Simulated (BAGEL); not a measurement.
**A workflow on GeSiH4F2 (SMILES F[SiH](F)[GeH3])**

Aim: a series of 15 runs (PBE0/def2-SVP, RI-MP2/def2-SVP) of F2GeH4Si. 

The results are computed with BAGEL 1.2.2.

1 further run of the same task is left out (set aside as unsound or not needed).

## 1. Starting point

GeSiH4F2 has 8 atoms, charge 0, and is taken as a singlet. As SMILES, `F[SiH](F)[GeH3]`. One bond was lengthened or shortened from a relaxed shape.

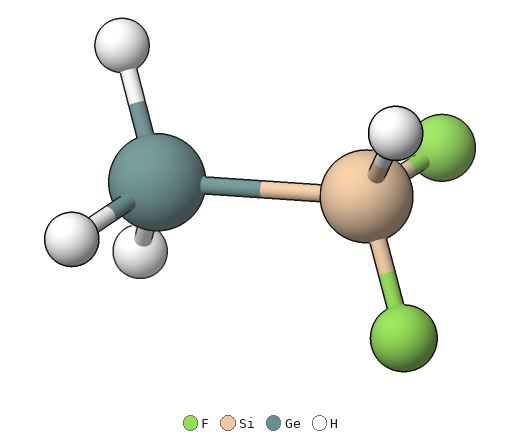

Viewed from a chosen angle; fluorine green, silicon light orange, germanium teal, hydrogen white.

## 2. A single-point energy at PBE0/def2-SVP (density fitting with svp-jkfit) (run 1)

The input, input.json:

```json
{ "bagel": [

{
  "title": "molecule",
  "basis": "svp",
  "df_basis": "svp-jkfit",
  "angstrom": "true",
  "geometry": [
    { "atom": "F", "xyz": [       1.428296,      -1.457575,       0.998536 ] },
    { "atom": "Si", "xyz": [       1.266396,      -0.165575,       0.082036 ] },
    { "atom": "F", "xyz": [       1.983100,      -0.386400,      -1.044700 ] },
    { "atom": "Ge", "xyz": [      -1.025004,       0.125425,      -0.480164 ] },
    { "atom": "H", "xyz": [       1.902996,       0.965225,       0.796036 ] },
    { "atom": "H", "xyz": [      -1.843504,       0.350625,       0.799936 ] },
    { "atom": "H", "xyz": [      -1.555804,      -1.115575,      -1.210064 ] },
    { "atom": "H", "xyz": [      -1.179004,       1.353925,      -1.389264 ] }
  ]
},

{
  "title": "ks",
  "xc_func": "pbe0"
},

{
  "title": "print",
  "file": "orbitals.molden",
  "orbitals": "true"
}

]}
```

The run is started by

```bash
$ BAGEL_NUM_THREADS=1 BAGEL input.json > input.out
```

Standard output:

```text
* using 1 threads per process

  ===============================================================
  ===============================================================

  *** Geometry ***

  { "atom" : "F", "xyz" : [      2.699088,     -2.754418,      1.886960 ] },
  { "atom" : "Si", "xyz" : [      2.393142,     -0.312891,      0.155026 ] },
  { "atom" : "F", "xyz" : [      3.747516,     -0.730190,     -1.974197 ] },
  { "atom" : "Ge", "xyz" : [     -1.936977,      0.237019,     -0.907378 ] },
  { "atom" : "H", "xyz" : [      3.596141,      1.824011,      1.504290 ] },
  { "atom" : "H", "xyz" : [     -3.483718,      0.662585,      1.511660 ] },
  { "atom" : "H", "xyz" : [     -2.940043,     -2.108131,     -2.286690 ] },
  { "atom" : "H", "xyz" : [     -2.227995,      2.558547,     -2.625328 ] },

  Number of auxiliary basis functions:      620

  Since a DF basis is specified, we compute 2- and 3-index integrals:
    o Being stored without compression. Storage requirement is 0.048 GB

  Number of basis functions:       98
  Number of electrons      :       68

    * METHOD: MOLECULE                             0.45

  *** Kohn-Sham DFT ***

    * Removing 14025 points whose weight is below 1.00e-10
    * Grid points: 105223

  === Nuclear Repulsion ===
   367.0609107559

       - DIIS with orbital gradients will be used.

  === KS iteration (pbe0 / svp) ===
      0      -2474.33908386          0.10126962           0.59
      1      -2184.28303909          0.22781616           0.56
      2      -2268.95941931          0.10494163           0.58
      3      -2202.36547750          0.21867529           0.56
      4      -2430.03682308          0.13869656           0.58
      5      -2489.45453800          0.21750180           0.55
      6      -2481.11771862          0.23845307           0.58
      7      -2434.41506036          0.13397905           0.55
      8      -2273.03373444          0.11650806           0.58
      9      -2441.46550321          0.12567926           0.55
     10      -2518.22248798          0.11422539           0.58
     11      -2447.14483256          0.13957484           0.54
     12      -2445.74300059          0.13202139           0.58
     13      -2445.89533061          0.13385609           0.56
     14      -2328.39955223          0.16728553           0.56
     15      -2549.48460935          0.11462550           0.57
     16      -2563.84905808          0.06860604           0.57
     17      -2567.38550630          0.01590375           0.57
     18      -2567.43052838          0.01137112           0.57
     19      -2567.52743156          0.00263166           0.57
     20      -2567.53169510          0.00094830           0.57
     21      -2567.53227018          0.00018924           0.57
     22      -2567.53228665          0.00009540           0.57
     23      -2567.53229315          0.00002172           0.58
     24      -2567.53229342          0.00000293           0.58
     25      -2567.53229343          0.00000082           0.58
     26      -2567.53229343          0.00000020           0.58
     27      -2567.53229343          0.00000006           0.57
     28      -2567.53229343          0.00000002           0.56
     29      -2567.53229343          0.00000000           0.56
    * SCF iteration converged.

    * Permanent dipole moment:
           (    0.099606,    -0.354164,     0.224595) a.u.

    * METHOD: KS                                  17.67

    * METHOD: PRINT                                0.02

  ===============================================================
```

It took 18 s on 1 thread of Arm Neoverse V1, shared host; peak memory 0.54 GiB.

## 3. Bond 3-2 at 1.592 A: the energy at RI-MP2/def2-SVP (density fitting with svp-jkfit) (run 2)

The input, mp2.json:

```json
{ "bagel": [

{
  "title": "molecule",
  "basis": "svp",
  "df_basis": "svp-jkfit",
  "angstrom": "true",
  "geometry": [
    { "atom": "F", "xyz": [       1.301793,      -1.418598,       1.197410 ] },
    { "atom": "Si", "xyz": [       1.139893,      -0.126598,       0.280910 ] },
    { "atom": "F", "xyz": [       1.983100,      -0.386400,      -1.044700 ] },
    { "atom": "Ge", "xyz": [      -1.151507,       0.164402,      -0.281290 ] },
    { "atom": "H", "xyz": [       1.776493,       1.004202,       0.994910 ] },
    { "atom": "H", "xyz": [      -1.970007,       0.389602,       0.998810 ] },
    { "atom": "H", "xyz": [      -1.682307,      -1.076598,      -1.011190 ] },
    { "atom": "H", "xyz": [      -1.305507,       1.392902,      -1.190390 ] }
  ]
},

{
  "title": "hf"
},

{
  "title": "mp2",
  "ncore": 16
}

]}
```

The run is started by

```bash
$ BAGEL_NUM_THREADS=1 BAGEL mp2.json > mp2.out
```

Standard output:

```text
* using 1 threads per process

  ===============================================================
  ===============================================================

  *** Geometry ***

  { "atom" : "F", "xyz" : [      2.460032,     -2.680762,      2.262777 ] },
  { "atom" : "Si", "xyz" : [      2.154086,     -0.239236,      0.530843 ] },
  { "atom" : "F", "xyz" : [      3.747516,     -0.730190,     -1.974197 ] },
  { "atom" : "Ge", "xyz" : [     -2.176033,      0.310675,     -0.531561 ] },
  { "atom" : "H", "xyz" : [      3.357085,      1.897667,      1.880107 ] },
  { "atom" : "H", "xyz" : [     -3.722774,      0.736241,      1.887477 ] },
  { "atom" : "H", "xyz" : [     -3.179099,     -2.034475,     -1.910872 ] },
  { "atom" : "H", "xyz" : [     -2.467051,      2.632203,     -2.249511 ] },

  Number of auxiliary basis functions:      620

  Since a DF basis is specified, we compute 2- and 3-index integrals:
    o Being stored without compression. Storage requirement is 0.048 GB

  Number of basis functions:       98
  Number of electrons      :       68

    * METHOD: MOLECULE                             0.44

  *** RHF ***

  === Nuclear Repulsion ===
   355.5048246536

      * DIIS with orbital gradients will be used.

  === RHF iteration (svp) ===
      0      -2564.88464766          0.01646017           0.17
      1      -2565.02487905          0.01057640           0.18
      2      -2565.10155181          0.00094645           0.18
      3      -2565.10268762          0.00013439           0.17
      4      -2565.10270906          0.00004197           0.17
      5      -2565.10271084          0.00001485           0.18
      6      -2565.10271102          0.00000392           0.18
      7      -2565.10271104          0.00000080           0.16
      8      -2565.10271105          0.00000026           0.17
      9      -2565.10271105          0.00000010           0.18
     10      -2565.10271105          0.00000003           0.17
     11      -2565.10271105          0.00000001           0.16
    * SCF iteration converged.

    * Permanent dipole moment:
           (    0.485614,    -0.551984,    -0.106793) a.u.

    * METHOD: HF                                   2.42

  *** RHF ***

  === Nuclear Repulsion ===
   355.5048246536

      * DIIS with orbital gradients will be used.

  === RHF iteration (svp) ===
      0      -2565.10271105          0.00000000           0.18
    * SCF iteration converged.

    * Permanent dipole moment:
           (    0.485614,    -0.551984,    -0.106793) a.u.

  === DF-MP2 calculation ===

    * freezing 16 orbitals
    * 3-index integral transformation done
    * assembly done

      MP2 correlation energy:   -0.6989205494      0.10

      MP2 total energy:       -2565.8016315953

    * METHOD: MP2                                  0.47

  ===============================================================
```

Run time: 3.6 s. Hardware: 1 thread of Arm Neoverse V1, shared host; peak memory 0.19 GiB.

Runs 3 to 11 aren't shown in full; the table further down has their settings and results.

## 4. Bond 3-2 at 3.662 A: a single-point energy at RI-MP2/def2-SVP (density fitting with svp-jkfit) (run 12)

The input, input.json:

```json
{ "bagel" : [

{
  "title" : "molecule",
  "basis" : "svp",
  "df_basis" : "svp-jkfit",
  "angstrom" : true,
  "geometry" : [
    { "atom" : "F", "xyz" : [    0.205635,   -1.080859,    2.920687 ] },
    { "atom" : "Si", "xyz" : [    0.043735,    0.211141,    2.004187 ] },
    { "atom" : "F", "xyz" : [    1.983100,   -0.386400,   -1.044700 ] },
    { "atom" : "Ge", "xyz" : [   -2.247665,    0.502141,    1.441987 ] },
    { "atom" : "H", "xyz" : [    0.680335,    1.341941,    2.718187 ] },
    { "atom" : "H", "xyz" : [   -3.066165,    0.727341,    2.722087 ] },
    { "atom" : "H", "xyz" : [   -2.778465,   -0.738859,    0.712087 ] },
    { "atom" : "H", "xyz" : [   -2.401665,    1.730641,    0.532887 ] }
  ]
},
{
  "title" : "hf"
},
{
  "title" : "mp2",
  "ncore" : 16
}

]}
```

The run is started by

```bash
$ BAGEL_NUM_THREADS=1 BAGEL input.json > input.out
```

Standard output:

```text
* using 1 threads per process

  ===============================================================
  ===============================================================

  *** Geometry ***

  { "atom" : "F", "xyz" : [      0.388594,     -2.042527,      5.519299 ] },
  { "atom" : "Si", "xyz" : [      0.082647,      0.398999,      3.787365 ] },
  { "atom" : "F", "xyz" : [      3.747516,     -0.730190,     -1.974197 ] },
  { "atom" : "Ge", "xyz" : [     -4.247471,      0.948909,      2.724961 ] },
  { "atom" : "H", "xyz" : [      1.285647,      2.535901,      5.136629 ] },
  { "atom" : "H", "xyz" : [     -5.794212,      1.374475,      5.143999 ] },
  { "atom" : "H", "xyz" : [     -5.250538,     -1.396241,      1.345649 ] },
  { "atom" : "H", "xyz" : [     -4.538489,      3.270438,      1.007010 ] },

  Number of auxiliary basis functions:      620

  Since a DF basis is specified, we compute 2- and 3-index integrals:
    o Being stored without compression. Storage requirement is 0.048 GB

  Number of basis functions:       98
  Number of electrons      :       68

    * METHOD: MOLECULE                             0.43

  *** RHF ***

  === Nuclear Repulsion ===
   307.0143478456

      * DIIS with orbital gradients will be used.

  === RHF iteration (svp) ===
      0      -2564.45913826          0.01812899           0.20
      1      -2563.38183562          0.02955143           0.19
      2      -2564.72483915          0.00760778           0.18
      3      -2564.78264479          0.00311493           0.18
      4      -2564.79960882          0.00093701           0.17
      5      -2564.80560487          0.00068386           0.18
      6      -2564.80729419          0.00030741           0.18
      7      -2564.80769438          0.00006976           0.18
      8      -2564.80770295          0.00002467           0.19
      9      -2564.80770427          0.00001206           0.18
     10      -2564.80770462          0.00000783           0.19
     11      -2564.80770494          0.00000540           0.18
     12      -2564.80770530          0.00000285           0.17
     13      -2564.80770543          0.00000116           0.17
     14      -2564.80770544          0.00000040           0.18
     15      -2564.80770544          0.00000016           0.18
     16      -2564.80770544          0.00000008           0.18
     17      -2564.80770544          0.00000003           0.19
     18      -2564.80770544          0.00000001           0.18
     19      -2564.80770544          0.00000001           0.19
    * SCF iteration converged.

    * Permanent dipole moment:
           (    3.250975,    -1.346194,    -3.323340) a.u.

    * METHOD: HF                                   4.04

  *** RHF ***

  === Nuclear Repulsion ===
   307.0143478456

      * DIIS with orbital gradients will be used.

  === RHF iteration (svp) ===
      0      -2564.80770544          0.00000001           0.17
    * SCF iteration converged.

    * Permanent dipole moment:
           (    3.250975,    -1.346194,    -3.323340) a.u.

  === DF-MP2 calculation ===

    * freezing 16 orbitals
    * 3-index integral transformation done
    * assembly done

      MP2 correlation energy:   -0.7258488645      0.10

      MP2 total energy:       -2565.5335543055

    * METHOD: MP2                                  0.46

  ===============================================================
```

It took 5.1 s on 1 thread of Arm Neoverse V1, shared host; peak memory 0.19 GiB.

Runs 13 to 14 aren't shown in full; the table further down has their settings and results.

## 5. Bond 3-2 at 4.459 A: the energy at PBE0/def2-SVP (density fitting with svp-jkfit) (run 15)

The input, job.json:

```json
{ "bagel": [

{
  "title": "molecule",
  "basis": "svp",
  "df_basis": "svp-jkfit",
  "angstrom": true,
  "geometry": [
    { "atom": "F", "xyz": [      -0.215968,      -0.950958,       3.583493 ] },
    { "atom": "Si", "xyz": [      -0.377868,       0.341042,       2.666993 ] },
    { "atom": "F", "xyz": [       1.983100,      -0.386400,      -1.044700 ] },
    { "atom": "Ge", "xyz": [      -2.669268,       0.632042,       2.104793 ] },
    { "atom": "H", "xyz": [       0.258732,       1.471842,       3.380993 ] },
    { "atom": "H", "xyz": [      -3.487768,       0.857242,       3.384893 ] },
    { "atom": "H", "xyz": [      -3.200068,      -0.608958,       1.374893 ] },
    { "atom": "H", "xyz": [      -2.823268,       1.860542,       1.195693 ] }
  ]
},

{ "title": "ks", "xc_func": "pbe0" },

{ "title": "print", "file": "orbitals.molden", "orbitals": true }

]}
```

The run is started by

```bash
$ BAGEL_NUM_THREADS=1 BAGEL job.json > job.out
```

Standard output:

```text
* using 1 threads per process

  ===============================================================
  ===============================================================

  *** Geometry ***

  { "atom" : "F", "xyz" : [     -0.408120,     -1.797050,      6.771820 ] },
  { "atom" : "Si", "xyz" : [     -0.714067,      0.644476,      5.039886 ] },
  { "atom" : "F", "xyz" : [      3.747516,     -0.730190,     -1.974197 ] },
  { "atom" : "Ge", "xyz" : [     -5.044185,      1.194386,      3.977482 ] },
  { "atom" : "H", "xyz" : [      0.488933,      2.781378,      6.389151 ] },
  { "atom" : "H", "xyz" : [     -6.590926,      1.619953,      6.396521 ] },
  { "atom" : "H", "xyz" : [     -6.047252,     -1.150764,      2.598171 ] },
  { "atom" : "H", "xyz" : [     -5.335203,      3.515915,      2.259532 ] },

  Number of auxiliary basis functions:      620

  Since a DF basis is specified, we compute 2- and 3-index integrals:
    o Being stored without compression. Storage requirement is 0.048 GB

  Number of basis functions:       98
  Number of electrons      :       68

    * METHOD: MOLECULE                             0.43

  *** Kohn-Sham DFT ***

    * Removing 11862 points whose weight is below 1.00e-10
    * Grid points: 107386

  === Nuclear Repulsion ===
   298.0218857750

       - DIIS with orbital gradients will be used.

  === KS iteration (pbe0 / svp) ===
      0      -2465.87086466          0.09580704           0.58
      1      -2123.73952843          0.11505626           0.58
      2      -2328.07313175          0.12391396           0.58
      3      -2516.29382946          0.12541754           0.58
      4      -2513.30362897          0.16339334           0.59
      5      -2514.41995020          0.16312513           0.59
      6      -2514.26512901          0.16326431           0.58
      7      -2122.77328904          0.11733558           0.56
      8      -2431.91808358          0.12237921           0.61
      9      -2497.08600562          0.15227515           0.58
     10      -2496.14981646          0.15081177           0.60
     11      -2501.90127209          0.15952870           0.60
     12      -2499.71793559          0.15597381           0.60
     13      -2117.90844032          0.12198077           0.61
     14      -2431.92849541          0.12192917           0.58
     15      -2502.55912571          0.17477300           0.59
     16      -2495.67318714          0.16047259           0.60
     17      -2495.52221110          0.15988399           0.59
     18      -2495.80553390          0.16021973           0.60
     19      -2114.23184574          0.12886971           0.61
     20      -2432.26178851          0.12549774           0.60
     21      -2501.39930464          0.17651321           0.61
     22      -2501.02424670          0.16975234           0.59
     23      -2500.20852565          0.16967865           0.59
     24      -2499.41489361          0.16723245           0.59
     25      -2109.55221318          0.13585621           0.61
     26      -2427.91884075          0.11656702           0.63
     27      -2530.19397893          0.10428227           0.59
     28      -2563.70270019          0.06678130           0.61
     29      -2539.05944167          0.06256971           0.59
     30      -2558.52832296          0.05863140           0.60
     31      -2528.17274819          0.04985672           0.61
     32      -2538.22339583          0.05584423           0.59
     33      -2540.86403823          0.04063335           0.56
     34      -2554.50396492          0.02879014           0.58
     35      -2566.98562213          0.01497811           0.58
     36      -2567.25090890          0.00451299           0.61
     37      -2567.32376456          0.00265794           0.61
     38      -2567.24990146          0.00659643           0.62
     39      -2567.29472084          0.00492044           0.62
     40      -2567.12283254          0.01371806           0.62
     41      -2567.26768702          0.00783157           0.62
     42      -2567.32732411          0.00182265           0.62
     43      -2567.32811602          0.00160351           0.63
     44      -2567.32905874          0.00129797           0.63
     45      -2567.32992497          0.00092687           0.63
     46      -2567.33092558          0.00003833           0.63
     47      -2567.33092146          0.00006864           0.63
     48      -2567.33092632          0.00001705           0.63
     49      -2567.33092666          0.00000233           0.63
     50      -2567.33092665          0.00000281           0.60
     51      -2567.33092666          0.00000017           0.60
     52      -2567.33092667          0.00000015           0.63
     53      -2567.33092667          0.00000013           0.63
     54      -2567.33092667          0.00000012           0.63
     55      -2567.33092667          0.00000003           0.63
     56      -2567.33092667          0.00000022           0.62
     57      -2567.33092667          0.00000002           0.62
     58      -2567.33092667          0.00000001           0.63
    * SCF iteration converged.

    * Permanent dipole moment:
           (    2.438871,    -1.010982,    -2.483055) a.u.

    * METHOD: KS                                  36.22

    * METHOD: PRINT                                0.02

  ===============================================================
```

Run time: 37 s. Hardware: 1 thread of Arm Neoverse V1, shared host; peak memory 0.55 GiB.

## 6. The series

```
run                                             level  frozen core orbitals              partner    energy (Eh)  wall time
  1    PBE0/def2-SVP (density fitting with svp-jkfit)                     –  bond 3-2 at 1.354 A   -2567.532293       18 s
  2  RI-MP2/def2-SVP (density fitting with svp-jkfit)                    16  bond 3-2 at 1.592 A   -2565.801632      3.6 s
  3    PBE0/def2-SVP (density fitting with svp-jkfit)                     –  bond 3-2 at 1.592 A   -2567.606959       16 s
  4  RI-MP2/def2-SVP (density fitting with svp-jkfit)                    16  bond 3-2 at 1.831 A   -2565.782770      3.9 s
  5    PBE0/def2-SVP (density fitting with svp-jkfit)                     –  bond 3-2 at 1.831 A   -2567.587521       16 s
  6  RI-MP2/def2-SVP (density fitting with svp-jkfit)                    16  bond 3-2 at 2.150 A   -2565.722617      4.2 s
  7    PBE0/def2-SVP (density fitting with svp-jkfit)                     –  bond 3-2 at 2.150 A   -2567.529199       17 s
  8  RI-MP2/def2-SVP (density fitting with svp-jkfit)                    16  bond 3-2 at 2.548 A   -2565.651224      4.5 s
  9    PBE0/def2-SVP (density fitting with svp-jkfit)                     –  bond 3-2 at 2.548 A   -2567.462030       24 s
 10  RI-MP2/def2-SVP (density fitting with svp-jkfit)                    16  bond 3-2 at 3.026 A   -2565.587755      4.8 s
 11    PBE0/def2-SVP (density fitting with svp-jkfit)                     –  bond 3-2 at 3.026 A  not converged       60 s
 12  RI-MP2/def2-SVP (density fitting with svp-jkfit)                    16  bond 3-2 at 3.662 A   -2565.533554      5.1 s
 13    PBE0/def2-SVP (density fitting with svp-jkfit)                     –  bond 3-2 at 3.662 A   -2567.359153       59 s
 14  RI-MP2/def2-SVP (density fitting with svp-jkfit)                    16  bond 3-2 at 4.459 A   -2565.502872      5.7 s
 15    PBE0/def2-SVP (density fitting with svp-jkfit)                     –  bond 3-2 at 4.459 A   -2567.330927       37 s
```

## 7. Summary of results

| quantity | value |
| --- | --- |
| bond 3-2 at 4.459 A, run 15: total energy | -2567.33093 Eh |
| bond 3-2 at 4.459 A, run 15: dipole moment | 9.21 D |
| bond 3-2 at 4.459 A, run 15: HOMO energy | -6.43 eV |
| bond 3-2 at 4.459 A, run 15: LUMO energy | -5.28 eV |
| bond 3-2 at 4.459 A, run 15: HOMO–LUMO gap | 1.15 eV |

In runs 10, 12, 13, 14, 15 a closed-shell determinant meets a far-stretched bond, which it describes badly. All runs together took 4.6 min, the longest 60 s. 1 of the 15 runs did not end normally.
